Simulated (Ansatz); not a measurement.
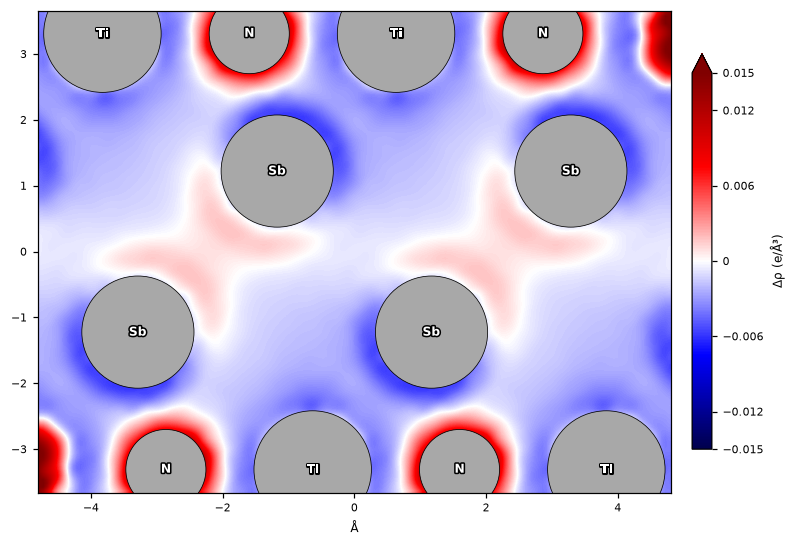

TiSb$_{2}$N$_{3}$. Difference of the valence pseudo-densities of two functionals at the same geometry, on the (101̄) plane of the calculation cell: PBE less PBEsol.

Both computed with Ansatz (plane waves, PAW), on the same k-point mesh. Grey discs cover the atomic cores.

```
Ti Sb N
1.0
     2.92031    1.68604    2.91671
    -2.92031    1.68604    2.91671
     0.00000   -3.37208    2.91671
Ti Sb N
1 2 3
Direct
  0.00000 0.00000 0.00000
  0.68475 0.68475 0.68475
  0.31525 0.31525 0.31525
  0.00000 0.00000 0.50000
  0.50000 0.00000 0.00000
  0.00000 0.50000 0.00000
```

What does the difference map show?

Answer. Against PBEsol, PBE gives more density around N (+0.005 e/Å³ on average at 0.8 Å from the nucleus).
